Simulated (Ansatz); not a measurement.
# Copper, bcc under PBEsol: ground state and equation of state

The plan for copper in the bcc structure: relax it, solve it on a dense k-mesh, then scale the cell to 7 volumes from 88 to 112 % of the relaxed one and try a fit of the equation of state. Spin polarisation is left out. The k-meshes are 15×15×15 for the relaxation; 25×25×25 for the dense run; 17×17×17 for the volumes.

This is Cu in the bcc structure; at room conditions it is fcc.

Computed with Ansatz 0.2.0 (DFT PBEsol, plane waves (420 eV) with PAW, scalar-relativistic; the PAW data stem from PBE, with regenerated cores, unless a step says otherwise).

## 1. The starting structure

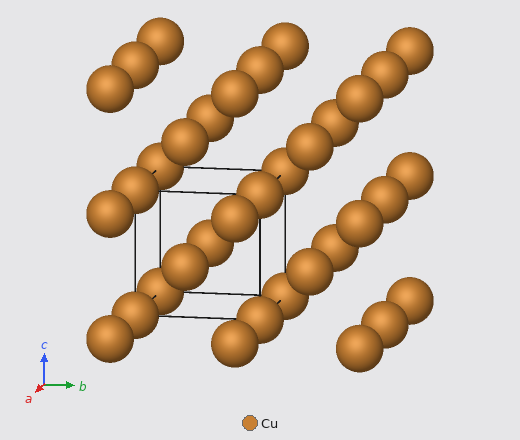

The structure, seen slightly off an axis (copper orange). 2×2×2 conventional cells are drawn; the run uses a primitive one. Any atoms on the faces are drawn again on the opposite ones.

Coordinates:

```cif
data_structure
_symmetry_space_group_name_H-M 'Im-3m'
_symmetry_Int_Tables_number 229
_cell_length_a 2.8692
_cell_length_b 2.8692
_cell_length_c 2.8692
_cell_angle_alpha 90.000
_cell_angle_beta 90.000
_cell_angle_gamma 90.000
_cell_volume 23.62
loop_
_atom_site_label
_atom_site_type_symbol
_atom_site_symmetry_multiplicity
_atom_site_Wyckoff_symbol
_atom_site_fract_x
_atom_site_fract_y
_atom_site_fract_z
_atom_site_occupancy
Cu1 Cu 2 a 0.00000 0.00000 0.00000 1
```

## 2. Relaxation of the cell

input.yaml reads:

```yaml
crystal:
  lattice:
    - [-1.4345978267, 1.4345978267, 1.4345978267]
    - [1.4345978267, -1.4345978267, 1.4345978267]
    - [1.4345978267, 1.4345978267, -1.4345978267]
  atoms:
    - { symbol: Cu, position: [0.0, 0.0, 0.0] }
hamiltonian:
  xc: pbesol
  pseudopotentials:
    kind: paw
    azcp:
      Cu: "pseudopotentials/Cu.paw.azcp"
basis:
  ecutwfc: 420
  fft_grid_basis: typed
kpoints:
  mp_grid: { grid: [15, 15, 15], shift: [0, 0, 0] }
magnetization:
  spin_polarized: false
scf:
  occupations: { method: fermi_dirac, width: 0.1 }
relax:
  max_steps: 60
  f_tol: 0.01
  cell: {}
```

Log:

```text
Warning: <dir> the record states the generating functional pbe (its physics header spells it `PBE`), which answers neither for hamiltonian.xc's functional nor for the pbesol family's — results may be inconsistent (PPs are generated against a specific XC)
Warning: RAYON_NUM_THREADS=2 ignored (pool sized by the plan → 2); use --threads N
Engine: ansatz 0.2.0, x86_64-unknown-linux-gnu
Pseudopotentials: kind: paw
Pseudopotential: Cu, paw, valence charge 19, recommended cutoff 420 eV (normal), <dir>
Functional definition: PBEsol
  exchange = pbesol_x
  correlation = pbesol_c
Crystal: 1 atoms, lattice volume = 11.810 Å³
Basis set: ecut = 420 eV, 225 PW (Γ), exchange–correlation on 36×36×36 points (8 copies of the dense FFT grid, shifted against one another)
Bands: 14, of which v1, the nominal top of the filled ones, is band 10 counted from 1 (9 counted from 0)
Symmetry: 48 space group operations
Space group: Im-3m (ITA 229), of the structure as read, at distance tolerance 2.3e-5 Å
k-points: 120 of 3375
Non-local potential: Cu, projectors of the file, l = 0: 3, l = 1: 2, l = 2: 3, l = 3: 1
PAW form: soft (Blöchl's): semilocal exchange-correlation on the pseudo side does not see the compensation charge
PAW frozen core: Cu, regenerated for the run's functional, and the local potential with it (the file was generated under x = pbe(κ = 0.804, μ = 0.2195149727645171), c = pbe(β = 0.06672455060314922))
PAW one-centre angular grid: Cu, 590 points (default); XC on 64 Gauss nodes
Initial density: superposition of atomic densities (neutral atoms: chi_scale 0, normalization atom), corrected by the library's trained network
Initial wavefunctions: pseudopotential atomic-orbital guess
Functional: x = pbesol(κ = 0.804, μ = 0.12345679012345678), c = pbesol(β = 0.046)
SCF iter   1: F=—  HF=-6588.739730 eV  |F-HF|=—  |Δ(HF+E_count)|=         —  Δρ=2.13e-2  dr2=2.80e-2  ethr=1.77e-3  ⟨swp⟩=5.3  Hψ=8354  notcnv=0
preconditioner: auto → none  [metal: Δε(μ)=0.150 eV  Ē_g=17.108 eV  σ=0.100 eV  W_gap=0.35  n_scr=0 (ndim 8)  ℏωp=35.8 eV  f_vac=0.000  D(μ)=0.29/eV (n_scr^D=0)]
SCF iter   2: F=—  HF=-6588.733319 eV  |F-HF|=—  |Δ(HF+E_count)|=   6.41e-3  Δρ=9.09e-4  dr2=2.91e-5  ethr=1.47e-4  ⟨swp⟩=2.9  Hψ=3645  notcnv=0  defer=21
SCF iter   3: F=—  HF=-6588.733315 eV  |F-HF|=—  |Δ(HF+E_count)|=   4.06e-6  Δρ=1.02e-3  dr2=4.97e-5  ethr=1.53e-7  ⟨swp⟩=2.0  Hψ=2810  notcnv=0  defer=21
SCF iter   4: F=—  HF=-6588.733344 eV  |F-HF|=—  |Δ(HF+E_count)|=   2.91e-5  Δρ=9.50e-5  dr2=4.32e-7  ethr=1.53e-7  ⟨swp⟩=1.0  Hψ=1657  notcnv=0  defer=21
iter 5 did not close the SCF: its close was put off for the readings that it lacked (scf_convergence_deferred on its scf_iter line)
SCF iter   5: F=-6588.733344 eV  HF=-6588.733344 eV  |F-HF|=4.11e-10  |Δ(HF+E_count)|=   2.63e-7  Δρ=4.72e-6  dr2=1.30e-9  ethr=2.27e-9  ⟨swp⟩=2.1  Hψ=2471  notcnv=0  defer=21
SCF iter   6: F=-6588.733344 eV  HF=-6588.733344 eV  |F-HF|=1.82e-12  |Δ(HF+E_count)|=  7.80e-10  Δρ=1.50e-7  dr2=8.18e-13  ethr=6.87e-12  ⟨swp⟩=1.4  Hψ=5024  notcnv=0
SCF 1 converged in 6 iterations: F = -6588.733344 eV  dr2 = 8.18e-13
relax step   1: F+E_penalty+E_count = -6588.73334395 eV  Δ(F+E_penalty+E_count) = +0.000e0 eV  max|allowed force component| = 0.000e0 eV/Å  Δτ_max = 0.0000 Å  P = -5.896 GPa  Ω = 11.810 Å³  (6 SCF iters, dr2 threshold 1.00e-7 eV, accepted)
Crystal: 1 atoms, lattice volume = 11.572 Å³
Initial density: handed on by an earlier stage of this run
Initial wavefunctions: those handed on with the density
iter 1 solved again at ethr=2.57e-5 eV; its pass at ethr=3.10e-3 eV (dr2=4.88e-3 eV) is discarded
SCF iter   1: F=—  HF=-6588.741217 eV  |F-HF|=—  |Δ(HF+E_count)|=         —  Δρ=8.08e-3  dr2=4.82e-3  ethr=2.57e-5  ⟨swp⟩=1.0  Hψ=10714  notcnv=0
preconditioner: auto → none  [metal: Δε(μ)=0.151 eV  Ē_g=17.407 eV  σ=0.100 eV  W_gap=0.36  n_scr=0 (ndim 8)  ℏωp=36.2 eV  f_vac=0.000  D(μ)=0.28/eV (n_scr^D=0)]
SCF iter   2: F=—  HF=-6588.740216 eV  |F-HF|=—  |Δ(HF+E_count)|=   1.00e-3  Δρ=6.25e-4  dr2=2.80e-5  ethr=2.54e-5  ⟨swp⟩=2.1  Hψ=2292  notcnv=0
SCF iter   3: F=—  HF=-6588.740176 eV  |F-HF|=—  |Δ(HF+E_count)|=   3.93e-5  Δρ=4.21e-4  dr2=1.70e-5  ethr=1.47e-7  ⟨swp⟩=2.1  Hψ=2703  notcnv=0
SCF iter   4: F=—  HF=-6588.740171 eV  |F-HF|=—  |Δ(HF+E_count)|=   5.12e-6  Δρ=5.08e-5  dr2=6.33e-8  ethr=8.93e-8  ⟨swp⟩=2.5  Hψ=2356  notcnv=0
iter 5 did not close the SCF: its close was put off for the readings that it lacked (scf_convergence_deferred on its scf_iter line)
SCF iter   5: F=-6588.740171 eV  HF=-6588.740171 eV  |F-HF|=6.37e-12  |Δ(HF+E_count)|=   2.39e-7  Δρ=1.14e-6  dr2=5.65e-11  ethr=3.33e-10  ⟨swp⟩=2.0  Hψ=2824  notcnv=0
SCF iter   6: F=-6588.740171 eV  HF=-6588.740171 eV  |F-HF|=0.00e0  |Δ(HF+E_count)|=  6.37e-12  Δρ=1.05e-7  dr2=8.14e-13  ethr=1.00e-12  ⟨swp⟩=1.5  Hψ=4105  notcnv=0
SCF 2 converged in 6 iterations: F = -6588.740171 eV  dr2 = 8.14e-13
relax step   2: F+E_penalty+E_count = -6588.74017139 eV  Δ(F+E_penalty+E_count) = -6.827e-3 eV  max|allowed force component| = 0.000e0 eV/Å  Δτ_max = 0.0000 Å  P = -3.006 GPa  Ω = 11.572 Å³  energy of the carried Pulay correction = +1.677e-4 eV  (6 SCF iters, dr2 threshold 1.00e-7 eV, accepted)
Crystal: 1 atoms, lattice volume = 11.334 Å³
iter 1 solved again at ethr=2.57e-5 eV; its pass at ethr=3.10e-3 eV (dr2=4.88e-3 eV) is discarded
SCF iter   1: F=—  HF=-6588.743479 eV  |F-HF|=—  |Δ(HF+E_count)|=         —  Δρ=8.17e-3  dr2=4.82e-3  ethr=2.57e-5  ⟨swp⟩=1.0  Hψ=10733  notcnv=0
preconditioner: auto → none  [metal: Δε(μ)=0.165 eV  Ē_g=17.657 eV  σ=0.100 eV  W_gap=0.39  n_scr=0 (ndim 8)  ℏωp=36.6 eV  f_vac=0.000  D(μ)=0.27/eV (n_scr^D=0)]
SCF iter   2: F=—  HF=-6588.742467 eV  |F-HF|=—  |Δ(HF+E_count)|=   1.01e-3  Δρ=6.40e-4  dr2=2.69e-5  ethr=2.54e-5  ⟨swp⟩=2.1  Hψ=2319  notcnv=0
SCF iter   3: F=—  HF=-6588.742425 eV  |F-HF|=—  |Δ(HF+E_count)|=   4.18e-5  Δρ=4.24e-4  dr2=1.69e-5  ethr=1.41e-7  ⟨swp⟩=2.1  Hψ=2700  notcnv=0
SCF iter   4: F=—  HF=-6588.742421 eV  |F-HF|=—  |Δ(HF+E_count)|=   4.87e-6  Δρ=5.43e-5  dr2=7.17e-8  ethr=8.87e-8  ⟨swp⟩=2.3  Hψ=2244  notcnv=0
iter 5 did not close the SCF: its close was put off for the readings that it lacked (scf_convergence_deferred on its scf_iter line)
SCF iter   5: F=-6588.742421 eV  HF=-6588.742421 eV  |F-HF|=3.94e-10  |Δ(HF+E_count)|=   3.06e-7  Δρ=1.35e-6  dr2=8.93e-11  ethr=3.77e-10  ⟨swp⟩=2.0  Hψ=2824  notcnv=0
SCF iter   6: F=-6588.742421 eV  HF=-6588.742421 eV  |F-HF|=1.82e-12  |Δ(HF+E_count)|=  7.55e-11  Δρ=1.53e-7  dr2=1.71e-12  ethr=1.00e-12  ⟨swp⟩=1.1  Hψ=4908  notcnv=0
SCF 3 converged in 6 iterations: F = -6588.742421 eV  dr2 = 1.71e-12
relax step   3: F+E_penalty+E_count = -6588.74242090 eV  Δ(F+E_penalty+E_count) = -2.250e-3 eV  max|allowed force component| = 0.000e0 eV/Å  Δτ_max = 0.0000 Å  P = +0.273 GPa  Ω = 11.334 Å³  energy of the carried Pulay correction = +3.384e-4 eV  (6 SCF iters, dr2 threshold 1.00e-7 eV, accepted)
Crystal: 1 atoms, lattice volume = 11.353 Å³
iter 1 solved again at ethr=1.59e-7 eV; its pass at ethr=3.10e-3 eV (dr2=3.02e-5 eV) is discarded
SCF iter   1: F=—  HF=-6588.742430 eV  |F-HF|=—  |Δ(HF+E_count)|=         —  Δρ=6.39e-4  dr2=2.97e-5  ethr=1.59e-7  ⟨swp⟩=1.5  Hψ=9724  notcnv=0
preconditioner: auto → none  [metal: Δε(μ)=0.157 eV  Ē_g=17.688 eV  σ=0.100 eV  W_gap=0.37  n_scr=0 (ndim 8)  ℏωp=36.6 eV  f_vac=0.000  D(μ)=0.28/eV (n_scr^D=0)]
SCF iter   2: F=—  HF=-6588.742424 eV  |F-HF|=—  |Δ(HF+E_count)|=   6.56e-6  Δρ=5.07e-5  dr2=1.63e-7  ethr=1.56e-7  ⟨swp⟩=2.1  Hψ=2303  notcnv=0
SCF iter   3: F=—  HF=-6588.742423 eV  |F-HF|=—  |Δ(HF+E_count)|=   2.48e-7  Δρ=3.30e-5  dr2=1.03e-7  ethr=8.57e-10  ⟨swp⟩=2.0  Hψ=2718  notcnv=0
iter 4 did not close the SCF: its close was put off for the readings that it lacked (scf_convergence_deferred on its scf_iter line)
SCF iter   4: F=-6588.742423 eV  HF=-6588.742423 eV  |F-HF|=1.47e-9  |Δ(HF+E_count)|=   2.62e-8  Δρ=4.61e-6  dr2=5.07e-10  ethr=5.40e-10  ⟨swp⟩=2.3  Hψ=2236  notcnv=0
iter 5 did not close the SCF: its close was put off for the readings that it lacked (scf_convergence_deferred on its scf_iter line)
SCF iter   5: F=-6588.742423 eV  HF=-6588.742423 eV  |F-HF|=1.55e-11  |Δ(HF+E_count)|=   2.19e-9  Δρ=1.88e-7  dr2=3.12e-12  ethr=2.67e-12  ⟨swp⟩=2.0  Hψ=2824  notcnv=0
SCF iter   6: F=-6588.742423 eV  HF=-6588.742423 eV  |F-HF|=1.82e-12  |Δ(HF+E_count)|=  1.82e-12  Δρ=1.40e-8  dr2=1.44e-14  ethr=1.00e-12  ⟨swp⟩=1.0  Hψ=3842  notcnv=0
SCF 4 converged in 6 iterations: F = -6588.742423 eV  dr2 = 1.44e-14
relax step   4: F+E_penalty+E_count = -6588.74242339 eV  Δ(F+E_penalty+E_count) = -2.485e-6 eV  max|allowed force component| = 0.000e0 eV/Å  Δτ_max = 0.0000 Å  P = +0.003 GPa  Ω = 11.353 Å³  energy of the carried Pulay correction = +3.251e-4 eV  (6 SCF iters, dr2 threshold 1.00e-7 eV, accepted)
Initial wavefunctions: pseudopotential atomic-orbital guess (no wavefunctions were taken with the density)
iter 1 solved again at ethr=9.35e-10 eV; its pass at ethr=3.10e-3 eV (dr2=1.78e-7 eV) is discarded
SCF iter   1: F=—  HF=-6588.742062 eV  |F-HF|=—  |Δ(HF+E_count)|=         —  Δρ=1.05e-4  dr2=1.62e-7  ethr=9.35e-10  ⟨swp⟩=3.5  Hψ=13917  notcnv=0
preconditioner: auto → none  [metal: Δε(μ)=0.159 eV  Ē_g=17.684 eV  σ=0.100 eV  W_gap=0.37  n_scr=0 (ndim 8)  ℏωp=36.6 eV  f_vac=0.000  D(μ)=0.27/eV (n_scr^D=0)]
SCF iter   2: F=—  HF=-6588.742061 eV  |F-HF|=—  |Δ(HF+E_count)|=   3.11e-7  Δρ=6.30e-5  dr2=1.74e-7  ethr=8.54e-10  ⟨swp⟩=2.0  Hψ=2722  notcnv=0
SCF iter   3: F=—  HF=-6588.742061 eV  |F-HF|=—  |Δ(HF+E_count)|=   4.49e-8  Δρ=2.52e-5  dr2=2.99e-8  ethr=8.54e-10  ⟨swp⟩=1.9  Hψ=1975  notcnv=0
SCF iter   4: F=—  HF=-6588.742061 eV  |F-HF|=—  |Δ(HF+E_count)|=   9.74e-9  Δρ=2.81e-6  dr2=1.78e-10  ethr=1.57e-10  ⟨swp⟩=2.1  Hψ=2320  notcnv=0
iter 5 did not close the SCF: its close was put off for the readings that it lacked (scf_convergence_deferred on its scf_iter line)
SCF iter   5: F=-6588.742061 eV  HF=-6588.742061 eV  |F-HF|=0.00e0  |Δ(HF+E_count)|=  1.69e-10  Δρ=5.40e-8  dr2=8.35e-14  ethr=1.00e-12  ⟨swp⟩=2.4  Hψ=2791  notcnv=0
SCF iter   6: F=-6588.742061 eV  HF=-6588.742061 eV  |F-HF|=9.09e-13  |Δ(HF+E_count)|=  1.82e-12  Δρ=5.07e-9  dr2=6.48e-16  ethr=1.00e-12  ⟨swp⟩=3.0  Hψ=5673  notcnv=0
SCF 5 converged in 6 iterations: F = -6588.742061 eV  dr2 = 6.48e-16
relax step   5: F+E_penalty+E_count = -6588.74206137 eV  Δ(F+E_penalty+E_count) = +3.620e-4 eV  max|allowed force component| = 0.000e0 eV/Å  Δτ_max = 0.0000 Å  P = +0.032 GPa  Ω = 11.353 Å³  stress off target by 3.18e-2 GPa  SCF on the basis re-selected at this cell (its energy is not comparable with the rows above)  (6 SCF iters)
basis re-selected at this cell: Δ(F+E_penalty+E_count) = +3.620e-4 eV, ΔP = +0.028 GPa vs the last step (what re-selecting the basis moved, of the pressure what is left beyond the Pulay correction that the steps carried, after the strain that the cell walked since its last selection, with what the two solves' SCF thresholds leave and, on support functions, any second-order correction that the steps lacked; it is no measure of the basis error at this ecutwfc). This SCF's stress stands 3.18e-2 GPa from its target on what of the cell is left free (relax.cell.stress_tol is 5.00e-2 GPa) and its largest allowed force component is 0.00e0 eV/Å (relax.f_tol is 1.00e-2 eV/Å): within both
SCF converged after 6 iterations
Free energy (F): -6588.742061 eV
Harris-Foulkes:  -6588.742061 eV  (|F-HF|=9.09e-13)
Internal energy: -6588.732958 eV  (E = F + TS)
E sigma→0 (E₀):  -6588.737510 eV
Entropy (-TS):   -0.009104 eV (-9.104 meV/atom)
Fermi energy:    17.409658 eV
--- Per-component energies (eV) ---
  E_band       = -346.819795
  E_kinetic    = 300.600109
  E_local      = -3976.131578  (includes V_loc(G=0)·N_el)
  E_nonlocal   = 391.309074
  E_hartree    = 1751.008342
  E_xc         = -89.347307
  E_vxc        = -115.817503  (∫ρ·V_xc dr)
  E_paw        = -1626.001522  (= ΣΔE_a)
  E_vpaw       = -448.796914  (= ΣTr[D̂ρ^β])
  E_aug_tail   = 0.000335  (compensation charges beyond the density's cutoff)
  E_ewald      = -3340.376613
  E_core_change = 0.206202  (= ΣΔE_core)
  E_smearing   = -0.009104  (= −TS)
  E_closure    = -0.000000  (closes the sum)
  Σ components = -6588.742061   (vs F -6588.742061, Δ=0.00e0)
--- Forces (eV/Å), atoms counted from 1 ---
  atom   1  Cu    -0.00000000     0.00000000    -0.00000000
  max |Σ_I F_I| component: 2.18e-31 eV/Å
--- Stress (GPa, compression-positive) ---
        0.031758       0.000000       0.000000
       -0.000000       0.031758      -0.000000
        0.000000      -0.000000       0.031758
  P = ⅓ Tr σ = 0.0318 GPa (0.318 kbar)
--- Relaxed structure (4 steps of the walk, 4 accepted, 1 SCFs on fresh bases) ---
  F+E_penalty+E_count = -6588.74206137 eV   max|allowed force component| = 0.000e0 eV/Å   (the final SCF, on the basis selected at the relaxed cell)
  cell:  # Å, volume = 11.3527 Å³
    - [-1.4158377631320587, 1.4158377631320587, 1.4158377631320587]
    - [1.4158377631320587, -1.4158377631320587, 1.4158377631320587]
    - [1.4158377631320587, 1.4158377631320587, -1.4158377631320587]
  atoms:
    - { symbol: Cu, position: [0.0, 0.0, 0.0] }
```

It took 3.1 s on 2 threads of Intel Xeon 6975P-C (Granite Rapids), shared host; peak memory 0.4 GiB.

Step by step:

| step | energy change (meV/atom) | largest force (eV/Å) | pressure (GPa) | volume (Å³/atom) |
| --- | --- | --- | --- | --- |
| 1 | 0.00 | 0.0000 | -5.90 | 11.810 |
| 2 | -6.83 | 0.0000 | -3.01 | 11.572 |
| 3 | -9.08 | 0.0000 | 0.27 | 11.334 |
| 4 | -9.08 | 0.0000 | 0.00 | 11.353 |
| 5 | -8.72 | 0.0000 | 0.03 | 11.353 |

Steps that repeat a cell are solved on a basis chosen anew, so their changes of energy are no gain of the relaxation.

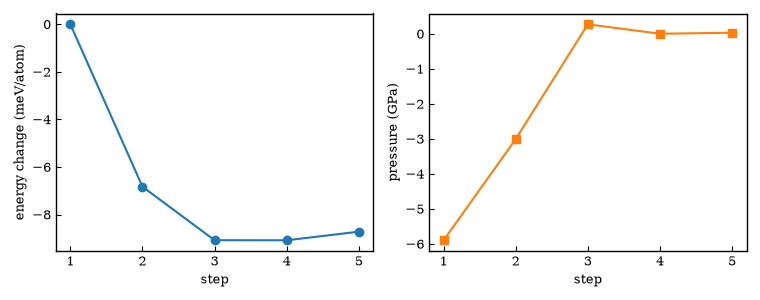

Energy and pressure over the accepted steps.

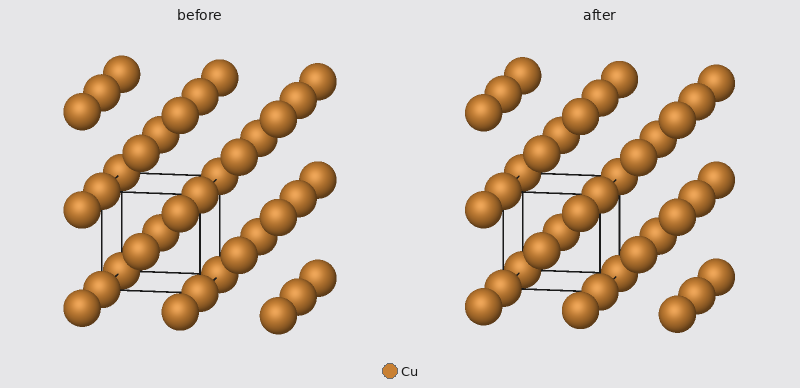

The structure before (left) and after (right), drawn at the same scale. The cells drawn are those of the first picture.

The cell of the run, before and after:

|  | before | after | change |
| --- | --- | --- | --- |
| a (Å) | 2.485 | 2.452 | -1.3 % |
| b (Å) | 2.485 | 2.452 | -1.3 % |
| c (Å) | 2.485 | 2.452 | -1.3 % |
| volume (Å³/atom) | 11.810 | 11.353 | -3.9 % |
| shortest distance (Å) | 2.485 | 2.452 | -1.3 % |
| space group (spins left aside) | Im-3m | Im-3m | same |

## 3. Dense single point

input.yaml reads:

```yaml
crystal:
  lattice:
    - [-1.4158377631, 1.4158377631, 1.4158377631]
    - [1.4158377631, -1.4158377631, 1.4158377631]
    - [1.4158377631, 1.4158377631, -1.4158377631]
  atoms:
    - { symbol: Cu, position: [0.0, 0.0, 0.0] }
hamiltonian:
  xc: pbesol
  pseudopotentials:
    kind: paw
    azcp:
      Cu: "pseudopotentials/Cu.paw.azcp"
basis:
  ecutwfc: 420
  fft_grid_basis: typed
kpoints:
  mp_grid: { grid: [25, 25, 25], shift: [0, 0, 0] }
magnetization:
  spin_polarized: false
scf:
  occupations: { method: fermi_dirac, width: 0.1 }
```

Log, cut to the lines that bear on the results:

```text
Warning: <dir> the record states the generating functional pbe (its physics header spells it `PBE`), which answers neither for hamiltonian.xc's functional nor for the pbesol family's — results may be inconsistent (PPs are generated against a specific XC)
Warning: RAYON_NUM_THREADS=2 ignored (pool sized by the plan → 2); use --threads N
[...]
Pseudopotentials: kind: paw
Pseudopotential: Cu, paw, valence charge 19, recommended cutoff 420 eV (normal), <dir>
Functional definition: PBEsol
[...]
Crystal: 1 atoms, lattice volume = 11.353 Å³
Basis set: ecut = 420 eV, 225 PW (Γ)
Bands: 14, of which v1, the nominal top of the filled ones, is band 10 counted from 1 (9 counted from 0)
Symmetry: 48 space group operations
Space group: Im-3m (ITA 229), of the structure as read, at distance tolerance 2.2e-5 Å
k-points: 455 of 15625
[...]
SCF iter   1: F=—  HF=-6588.746054 eV  |F-HF|=—  |Δ(HF+E_count)|=         —  Δρ=2.15e-2  dr2=2.70e-2  ethr=1.77e-3  ⟨swp⟩=5.4  Hψ=31868  notcnv=0
[...]
SCF iter   6: F=-6588.739800 eV  HF=-6588.739800 eV  |F-HF|=1.82e-12  |Δ(HF+E_count)|=  8.89e-10  Δρ=1.27e-7  dr2=5.61e-13  ethr=4.66e-12  ⟨swp⟩=1.1  Hψ=16688  notcnv=0
[...]
SCF converged after 6 iterations
Free energy (F): -6588.739800 eV
[...]
E sigma→0 (E₀):  -6588.734827 eV
Entropy (-TS):   -0.009947 eV (-9.947 meV/atom)
Fermi energy:    17.437218 eV
[...]
```

Run time: 2.2 s. Hardware: 2 threads of Intel Xeon 6975P-C (Granite Rapids), shared host; peak memory 0.43 GiB.

## 4. The cell scaled to 88 % of its volume

input.yaml reads:

```yaml
crystal:
  lattice:
    - [-1.3567746345, 1.3567746345, 1.3567746345]
    - [1.3567746345, -1.3567746345, 1.3567746345]
    - [1.3567746345, 1.3567746345, -1.3567746345]
  atoms:
    - { symbol: Cu, position: [0.0, 0.0, 0.0] }
hamiltonian:
  xc: pbesol
  pseudopotentials:
    kind: paw
    azcp:
      Cu: "pseudopotentials/Cu.paw.azcp"
basis:
  ecutwfc: 420
  fft_grid_basis: typed
kpoints:
  mp_grid: { grid: [17, 17, 17], shift: [0, 0, 0] }
magnetization:
  spin_polarized: false
scf:
  occupations: { method: fermi_dirac, width: 0.1 }
  lower_state_search: "off"
output:
  stress: true
```

Log, cut to the lines that bear on the results:

```text
Warning: <dir> the record states the generating functional pbe (its physics header spells it `PBE`), which answers neither for hamiltonian.xc's functional nor for the pbesol family's — results may be inconsistent (PPs are generated against a specific XC)
Warning: RAYON_NUM_THREADS=2 ignored (pool sized by the plan → 2); use --threads N
[...]
Pseudopotentials: kind: paw
Pseudopotential: Cu, paw, valence charge 19, recommended cutoff 420 eV (normal), <dir>
Functional definition: PBEsol
[...]
Crystal: 1 atoms, lattice volume = 9.990 Å³
Basis set: ecut = 420 eV, 201 PW (Γ)
Bands: 14, of which v1, the nominal top of the filled ones, is band 10 counted from 1 (9 counted from 0)
Symmetry: 48 space group operations
Space group: Im-3m (ITA 229), of the structure as read, at distance tolerance 2.2e-5 Å
k-points: 165 of 4913
[...]
SCF iter   1: F=—  HF=-6588.636671 eV  |F-HF|=—  |Δ(HF+E_count)|=         —  Δρ=2.12e-2  dr2=2.21e-2  ethr=1.77e-3  ⟨swp⟩=5.1  Hψ=11740  notcnv=0
[...]
SCF iter   6: F=-6588.631162 eV  HF=-6588.631162 eV  |F-HF|=1.80e-10  |Δ(HF+E_count)|=   8.72e-9  Δρ=8.37e-7  dr2=2.78e-11  ethr=8.91e-11  ⟨swp⟩=2.4  Hψ=8255  notcnv=0
[...]
SCF converged after 6 iterations
Free energy (F): -6588.631162 eV
[...]
E sigma→0 (E₀):  -6588.627202 eV
Entropy (-TS):   -0.007920 eV (-7.920 meV/atom)
Fermi energy:    20.516905 eV
[...]
--- Stress (GPa, compression-positive) ---
       29.362426       0.000000       0.000000
        0.000000      29.362426      -0.000000
        0.000000      -0.000000      29.362426
  P = ⅓ Tr σ = 29.3624 GPa (293.624 kbar)
```

Run time: 0.83 s. Hardware: 2 threads of Intel Xeon 6975P-C (Granite Rapids), shared host; peak memory 0.39 GiB.

[end of part 1 of 2]
